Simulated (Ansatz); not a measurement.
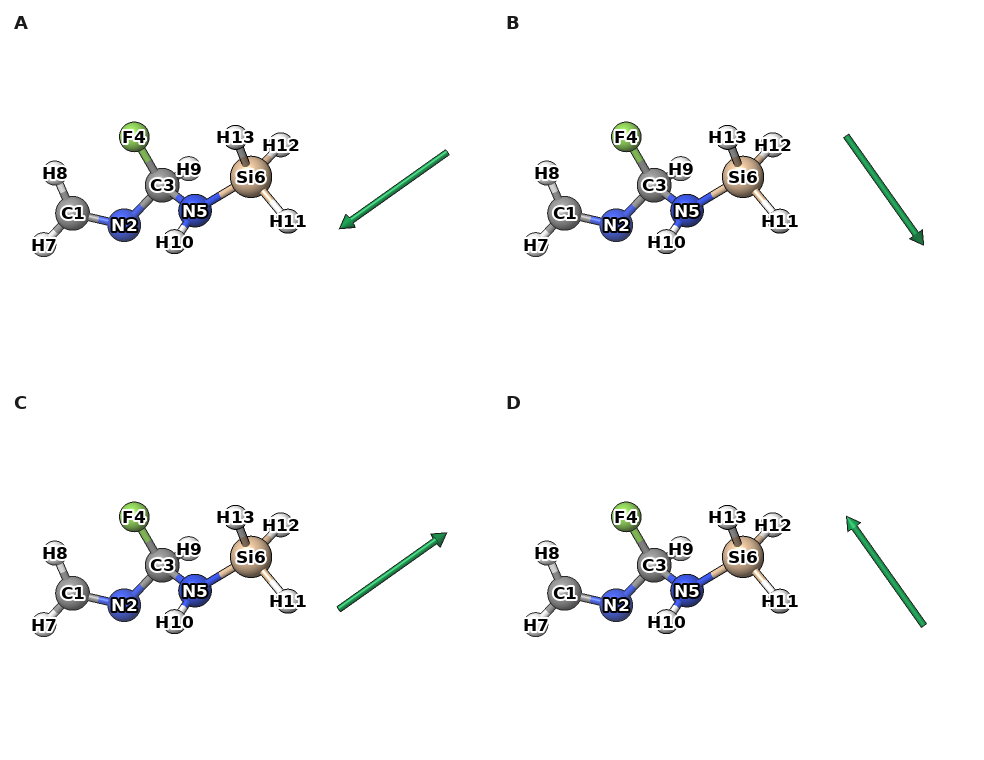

The same molecule four times, each with an arrow. The computed structure is the end point of a PBE-D4/def2-SVP optimisation. No frequency run is at hand to confirm it as a minimum. Method: RKS PBE-D4/def2-SVP (Ansatz 0.2.0).

Which arrow points along the dipole moment, from the negative to the positive end?

A. The dipole moment is 0.93 D; it points from the side of H12 to the side of H7 (the outermost atoms at the two ends).
